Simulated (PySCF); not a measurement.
# GaH2F: electronic excitations at several levels of theory, part 2 of 2

PySCF 2.14.0. Atoms count from 0. The steps go on from the part before.

## 7. TDDFT and polarisability: wB97X-D/def2-SVPD

Job settings and geometry (Å):

```
{"job": {"kind": "uv", "xc": "wB97X-D", "basis": "def2-SVPD", "ip": true}, "charge": 0, "multiplicity": 1}
F     -1.096682    -1.182701     0.006742
Ga     0.106649     0.099810    -0.001061
H      1.577750    -0.418169    -0.003710
H     -0.499823     1.536892    -0.003547
```

Level: TDDFT wB97X-D/def2-SVPD, vertical, gas phase, core orbitals frozen in the response.

Output:

```text
coarse grid: 17664 points
cycle   1  E = -2025.5487999513  dE = -6.328e-01  |g| = 7.294e-01  |ddm| = 1.953e+00
cycle   2  E = -2025.4700399845  dE =  7.876e-02  |g| = 1.072e+00  |ddm| = 1.145e+00
cycle   3  E = -2025.6392958716  dE = -1.693e-01  |g| = 6.140e-02  |ddm| = 6.453e-01
cycle   4  E = -2025.6397482799  dE = -4.524e-04  |g| = 3.462e-02  |ddm| = 8.680e-02
cycle   5  E = -2025.6399101465  dE = -1.619e-04  |g| = 2.701e-03  |ddm| = 2.564e-02
cycle   6  E = -2025.6399142878  dE = -4.141e-06  |g| = 6.313e-04  |ddm| = 8.605e-03
final grid: 35640 points
cycle   7  E = -2025.6402470438  dE = -3.831e-07  |g| = 1.034e-03  |ddm| = 2.321e-03
cycle   8  E = -2025.6402469455  dE =  9.835e-08  |g| = 1.360e-03  |ddm| = 1.227e-03
cycle   9  E = -2025.6402472280  dE = -2.825e-07  |g| = 3.923e-05  |ddm| = 7.190e-04
cycle  10  E = -2025.6402472292  dE = -1.226e-09  |g| = 2.921e-05  |ddm| = 1.217e-04
cycle  11  E = -2025.6402472294  dE = -1.328e-10  |g| = 5.971e-06  |ddm| = 2.820e-05
converged SCF energy = -2025.6402472294

Static polarisability (au): isotropic 28.951, principal 23.994 29.549 33.310

Singlet excitations
state   eV       nm        f      main configurations
  1   5.7996    213.8   0.00000   H->L 0.99
  2   7.8116    158.7   0.06926   H-1->L 0.98
  3   7.9246    156.5   0.02811   H->L+2 0.74, H->L+3 0.23
  4   8.0330    154.3   0.00000   H-3->L 0.98
  5   8.2337    150.6   0.00496   H-2->L 0.92
  6   8.5887    144.4   0.28862   H->L+1 0.83
  7   9.1700    135.2   0.29498   H->L+3 0.65, H->L+2 0.15, H->L+1 0.12
  8   9.4416    131.3   0.02499   H-2->L+2 0.89
  9   9.7674    126.9   0.00710   H-3->L+2 0.82
 10  10.0121    123.8   0.27904   H-1->L+2 0.83

Triplet excitations (Tamm-Dancoff, eV): 5.4483 6.9465 7.2820 7.6093
Vertical ionisation energy (delta-SCF) = 11.7689 eV
Vertical electron affinity (delta-SCF) = -0.2956 eV
```

It took 13 s on 1 thread of Arm Neoverse N1, shared host; peak memory 0.35 GiB.

Key values: HOMO -10.93 eV, LUMO 0.00 eV; lowest singlet 5.80 eV.

## 8. TDDFT and polarisability: LC-wPBE/def2-SVPD

Job settings and geometry (Å):

```
{"job": {"kind": "uv", "xc": "LC-wPBE", "basis": "def2-SVPD", "ip": true}, "charge": 0, "multiplicity": 1}
F     -1.096682    -1.182701     0.006742
Ga     0.106649     0.099810    -0.001061
H      1.577750    -0.418169    -0.003710
H     -0.499823     1.536892    -0.003547
```

With the program's defaults for keys left out, this is: TDDFT LC-wPBE/def2-SVPD, vertical, gas phase, core orbitals frozen in the response.

Output:

```text
coarse grid: 17664 points
cycle   1  E = -2025.2084753336  dE = -6.655e-01  |g| = 7.680e-01  |ddm| = 1.966e+00
cycle   2  E = -2025.1619681431  dE =  4.651e-02  |g| = 1.016e+00  |ddm| = 1.099e+00
cycle   3  E = -2025.3052911688  dE = -1.433e-01  |g| = 5.530e-02  |ddm| = 5.975e-01
cycle   4  E = -2025.3057681629  dE = -4.770e-04  |g| = 3.632e-02  |ddm| = 8.467e-02
cycle   5  E = -2025.3059618978  dE = -1.937e-04  |g| = 3.511e-03  |ddm| = 2.788e-02
cycle   6  E = -2025.3059684636  dE = -6.566e-06  |g| = 7.733e-04  |ddm| = 1.037e-02
final grid: 35640 points
cycle   7  E = -2025.3058940056  dE = -2.803e-07  |g| = 5.908e-04  |ddm| = 1.761e-03
cycle   8  E = -2025.3058940150  dE = -9.481e-09  |g| = 6.983e-04  |ddm| = 8.074e-04
cycle   9  E = -2025.3058940872  dE = -7.214e-08  |g| = 4.942e-05  |ddm| = 3.749e-04
cycle  10  E = -2025.3058940898  dE = -2.658e-09  |g| = 1.381e-05  |ddm| = 1.832e-04
cycle  11  E = -2025.3058940899  dE = -9.140e-11  |g| = 6.595e-06  |ddm| = 2.655e-05
converged SCF energy = -2025.3058940899

Static polarisability (au): isotropic 28.411, principal 23.739 29.113 32.382

Singlet excitations
state   eV       nm        f      main configurations
  1   6.0367    205.4   0.00000   H->L 0.98
  2   8.1611    151.9   0.08325   H-1->L 0.97
  3   8.1726    151.7   0.01605   H->L+2 0.82, H->L+3 0.10
  4   8.5212    145.5   0.00000   H-3->L 0.95
  5   8.7269    142.1   0.00260   H-2->L 0.90
  6   8.9534    138.5   0.38042   H->L+1 0.67, H->L+3 0.19
  7   9.5066    130.4   0.28370   H->L+3 0.64, H->L+1 0.22
  8   9.7439    127.2   0.03354   H-2->L+2 0.81, H-2->L+1 0.08
  9  10.1206    122.5   0.00006   H-3->L+2 0.72
 10  10.3573    119.7   0.40242   H-1->L+2 0.78

Triplet excitations (Tamm-Dancoff, eV): 5.4670 6.9820 7.2699 7.7939
Vertical ionisation energy (delta-SCF) = 11.9512 eV
```

It took 13 s on 1 thread of Arm Neoverse N1, shared host; peak memory 0.35 GiB.

This run: HOMO -11.78 eV, LUMO 0.43 eV; lowest singlet 6.04 eV.

## 9. Ultraviolet spectrum: PBE0/6-31G*

Job settings and geometry (Å):

```
{"job": {"kind": "uv", "xc": "PBE0", "basis": "6-31G*"}, "charge": 0, "multiplicity": 1}
F     -1.096682    -1.182701     0.006742
Ga     0.106649     0.099810    -0.001061
H      1.577750    -0.418169    -0.003710
H     -0.499823     1.536892    -0.003547
```

With the program's defaults for keys left out, this is: TDDFT PBE0/6-31G*, vertical, gas phase, core orbitals frozen in the response.

Output:

```text
coarse grid: 17664 points
cycle   1  E = -2025.1833391915  dE = -5.274e-01  |g| = 7.773e-01  |ddm| = 1.761e+00
cycle   2  E = -2024.8058770261  dE =  3.775e-01  |g| = 1.673e+00  |ddm| = 1.645e+00
cycle   3  E = -2025.2765788043  dE = -4.707e-01  |g| = 1.591e-01  |ddm| = 1.209e+00
cycle   4  E = -2025.2795708945  dE = -2.992e-03  |g| = 6.316e-02  |ddm| = 1.204e-01
cycle   5  E = -2025.2799711075  dE = -4.002e-04  |g| = 5.221e-03  |ddm| = 2.366e-02
cycle   6  E = -2025.2799779729  dE = -6.865e-06  |g| = 4.617e-04  |ddm| = 5.327e-03
final grid: 35640 points
cycle   7  E = -2025.2799650921  dE = -8.383e-08  |g| = 3.897e-04  |ddm| = 1.271e-03
cycle   8  E = -2025.2799650813  dE =  1.084e-08  |g| = 5.487e-04  |ddm| = 7.187e-04
cycle   9  E = -2025.2799651185  dE = -3.715e-08  |g| = 5.277e-05  |ddm| = 3.240e-04
cycle  10  E = -2025.2799651190  dE = -5.348e-10  |g| = 2.720e-05  |ddm| = 6.737e-05
converged SCF energy = -2025.2799651190

Static polarisability (au): isotropic 22.986, principal 17.992 23.561 27.403

Singlet excitations
state   eV       nm        f      main configurations
  1   5.7164    216.9   0.00000   H->L 1.00
  2   7.4358    166.7   0.04956   H-2->L 0.98
  3   7.5276    164.7   0.00000   H-3->L 1.00
  4   7.7288    160.4   0.00792   H-1->L 0.92
  5   7.7971    159.0   0.02761   H->L+1 0.90
  6   8.9306    138.8   0.02579   H-1->L+1 0.98
  7   9.3121    133.1   0.02989   H-3->L+1 0.73, H->L+2 0.23
  8   9.6559    128.4   0.16419   H->L+3 0.96
  9   9.7704    126.9   0.27645   H-2->L+1 0.79, H->L+4 0.14
 10   9.8458    125.9   0.17468   H->L+2 0.59, H-3->L+1 0.21, H-3->L+2 0.11

Triplet excitations (Tamm-Dancoff, eV): 5.3195 6.7818 6.7985 6.8742
```

Wall time 3.3 s (1 thread of Arm Neoverse N1, shared host); peak memory 0.35 GiB.

In short: HOMO -8.83 eV, LUMO -1.52 eV; lowest singlet 5.72 eV.

## 10. Excited states and response: PBE0/def2-SVP

Job settings and geometry (Å):

```
{"job": {"kind": "uv", "xc": "PBE0", "basis": "def2-SVP"}, "charge": 0, "multiplicity": 1}
F     -1.096682    -1.182701     0.006742
Ga     0.106649     0.099810    -0.001061
H      1.577750    -0.418169    -0.003710
H     -0.499823     1.536892    -0.003547
```

Level: TDDFT PBE0/def2-SVP, vertical, gas phase, core orbitals frozen in the response.

Output:

```text
coarse grid: 17664 points
cycle   1  E = -2025.1456762615  dE = -5.519e-01  |g| = 7.606e-01  |ddm| = 1.837e+00
cycle   2  E = -2024.8055657211  dE =  3.401e-01  |g| = 1.599e+00  |ddm| = 1.644e+00
cycle   3  E = -2025.2372536380  dE = -4.317e-01  |g| = 1.494e-01  |ddm| = 1.200e+00
cycle   4  E = -2025.2401145075  dE = -2.861e-03  |g| = 5.731e-02  |ddm| = 1.232e-01
cycle   5  E = -2025.2404788649  dE = -3.644e-04  |g| = 4.576e-03  |ddm| = 2.577e-02
cycle   6  E = -2025.2404842836  dE = -5.419e-06  |g| = 4.086e-04  |ddm| = 5.033e-03
final grid: 35640 points
cycle   7  E = -2025.2405110854  dE = -8.927e-08  |g| = 3.348e-04  |ddm| = 1.066e-03
cycle   8  E = -2025.2405110737  dE =  1.164e-08  |g| = 4.673e-04  |ddm| = 6.335e-04
cycle   9  E = -2025.2405111063  dE = -3.252e-08  |g| = 5.425e-05  |ddm| = 3.238e-04
cycle  10  E = -2025.2405111068  dE = -5.484e-10  |g| = 1.960e-05  |ddm| = 6.080e-05
converged SCF energy = -2025.2405111068

Static polarisability (au): isotropic 23.639, principal 18.081 23.964 28.873

Singlet excitations
state   eV       nm        f      main configurations
  1   5.7343    216.2   0.00000   H->L 1.00
  2   7.4934    165.5   0.05397   H-1->L 0.98
  3   7.6165    162.8   0.00000   H-3->L 1.00
  4   7.8527    157.9   0.00684   H-2->L 0.92
  5   7.9990    155.0   0.02758   H->L+1 0.73, H->L+2 0.23
  6   9.1501    135.5   0.02537   H-2->L+1 0.96
  7   9.3291    132.9   0.23875   H->L+2 0.54, H-3->L+1 0.37
  8   9.7350    127.4   0.15229   H-3->L+1 0.55, H->L+2 0.17, H->L+1 0.16
  9   9.9968    124.0   0.21572   H-1->L+1 0.83, H->L+4 0.10
 10  10.4475    118.7   0.00107   H-2->L+2 0.97

Triplet excitations (Tamm-Dancoff, eV): 5.3145 6.7654 6.8879 6.9617
```

It took 3.5 s on 1 thread of Arm Neoverse N1, shared host; peak memory 0.35 GiB.

In short: HOMO -8.86 eV, LUMO -1.53 eV; lowest singlet 5.73 eV.

## 11. Excited states and response: PBE0/def2-TZVP

Job settings and geometry (Å):

```
{"job": {"kind": "uv", "xc": "PBE0", "basis": "def2-TZVP"}, "charge": 0, "multiplicity": 1}
F     -1.096682    -1.182701     0.006742
Ga     0.106649     0.099810    -0.001061
H      1.577750    -0.418169    -0.003710
H     -0.499823     1.536892    -0.003547
```

Level: TDDFT PBE0/def2-TZVP, vertical, gas phase, core orbitals frozen in the response.

Output:

```text
coarse grid: 17664 points
cycle   1  E = -2025.5051527365  dE = -5.254e-01  |g| = 9.455e-01  |ddm| = 1.490e+00
cycle   2  E = -2025.1470580024  dE =  3.581e-01  |g| = 1.827e+00  |ddm| = 1.238e+00
cycle   3  E = -2025.6083141073  dE = -4.613e-01  |g| = 2.410e-01  |ddm| = 8.831e-01
cycle   4  E = -2025.6152835236  dE = -6.969e-03  |g| = 5.065e-02  |ddm| = 1.263e-01
cycle   5  E = -2025.6155204685  dE = -2.369e-04  |g| = 7.790e-03  |ddm| = 1.972e-02
cycle   6  E = -2025.6155326557  dE = -1.219e-05  |g| = 4.868e-04  |ddm| = 5.109e-03
cycle   7  E = -2025.6155327428  dE = -8.710e-08  |g| = 1.752e-04  |ddm| = 7.414e-04
final grid: 35640 points
cycle   8  E = -2025.6153882832  dE = -1.688e-07  |g| = 3.131e-04  |ddm| = 6.554e-04
cycle   9  E = -2025.6153882609  dE =  2.231e-08  |g| = 5.166e-04  |ddm| = 3.364e-04
cycle  10  E = -2025.6153882953  dE = -3.441e-08  |g| = 2.276e-05  |ddm| = 2.155e-04
cycle  11  E = -2025.6153882954  dE = -4.184e-11  |g| = 1.478e-05  |ddm| = 1.765e-05
converged SCF energy = -2025.6153882954

Static polarisability (au): isotropic 27.042, principal 21.515 27.803 31.808

Singlet excitations
state   eV       nm        f      main configurations
  1   5.7604    215.2   0.00000   H->L 1.00
  2   7.5732    163.7   0.05493   H-1->L 0.98
  3   7.7461    160.1   0.00000   H-3->L 1.00
  4   7.8318    158.3   0.02476   H->L+1 0.77, H->L+2 0.20
  5   7.9309    156.3   0.00466   H-2->L 0.93
  6   9.1442    135.6   0.45441   H->L+2 0.68, H-3->L+1 0.16, H->L+1 0.13
  7   9.1693    135.2   0.02525   H-2->L+1 0.97
  8   9.5556    129.8   0.09182   H-3->L+1 0.80
  9   9.8598    125.7   0.26605   H-1->L+1 0.84, H->L+3 0.10
 10  10.4002    119.2   0.00232   H-2->L+2 0.99

Triplet excitations (Tamm-Dancoff, eV): 5.2998 6.6610 6.9269 7.2096
```

Wall time 6.2 s (1 thread of Arm Neoverse N1, shared host); peak memory 0.36 GiB.

This run: HOMO -8.96 eV, LUMO -1.62 eV; lowest singlet 5.76 eV.

## 12. Side by side: electronic excitations

Excitations and ground-state properties, with basis size and wall time:

```tsv
run	lowest singlet (eV)	brightest (eV)	f	gap (eV)	α (Å³)	μ (D)	functions	time
PBE/def2-SVPD	5.24	7.66	0.172	5.11	4.57	2.23	77	14 s
B3LYP/def2-SVPD	5.60	8.21	0.249	6.82	4.37	2.38	77	12 s
PBE0/def2-SVPD	5.74	8.40	0.267	7.33	4.31	2.38	77	12 s
BHandHLYP/def2-SVPD	6.08	8.85	0.348	9.33	4.12	2.52	77	8.5 s
CAM-B3LYP/def2-SVPD	5.74	8.52	0.299	9.61	4.30	2.44	77	14 s
wB97X-D/def2-SVPD	5.80	9.17	0.295	10.92	4.29	2.41	77	13 s
LC-wPBE/def2-SVPD	6.04	10.36	0.402	12.21	4.21	2.40	77	13 s
PBE0/6-31G*	5.72	9.77	0.276	7.31	3.41	2.11	50	3.3 s
PBE0/def2-SVP	5.73	9.33	0.239	7.33	3.50	2.13	56	3.5 s
PBE0/def2-TZVP	5.76	9.14	0.454	7.34	4.01	2.22	91	6.2 s
```

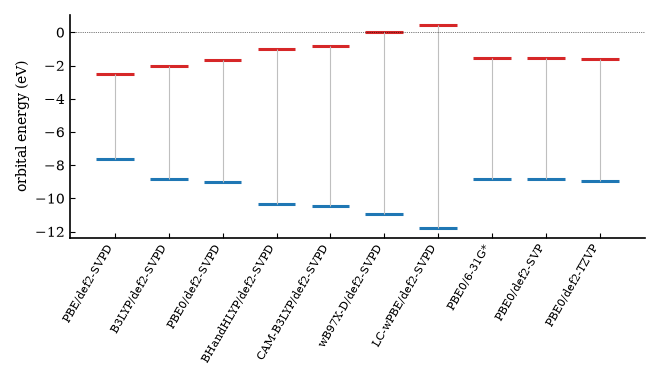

HOMO (blue) and LUMO (red) run by run.

## 13. Summary of results

What follows sums up all 2 parts.

| quantity | value |
| --- | --- |
| lowest singlet (PBE/def2-SVPD) | 5.24 eV (237 nm), f = 0.000 |
| brightest single state of those computed | state 6, 7.66 eV, f = 0.172 |
| lowest triplet | 4.86 eV |
| vertical ionisation energy (ΔSCF) | 11.22 eV |
| vertical electron affinity (ΔSCF) | -0.11 eV (unbound: the value hangs on the basis) |
| range of the lowest singlet | 5.24 to 6.08 eV |

What this shows: Single values in the summary come from the first run of each kind that ended normally (PBE/def2-SVPD), which need not be the best level. The first singlet state (HOMO→LUMO 1.00) lies at 5.24 eV and is dark; of the 10 states computed, the strongest absorption comes from state 6 at 7.66 eV. The lowest triplet lies 0.38 eV below the lowest singlet (triplets in Tamm-Dancoff, singlets in full TDDFT). ΔSCF puts the ionisation energy at 11.22 eV, 3.60 eV above −ε(HOMO). The lowest singlet runs from 5.24 eV (PBE/def2-SVPD) to 6.08 eV (BHandHLYP/def2-SVPD), while the orbital gap spans 5.11 to 12.21 eV. The lowest state need not be the same one in every run. The runs solved for a few states only, so the brightest column depends on that window.
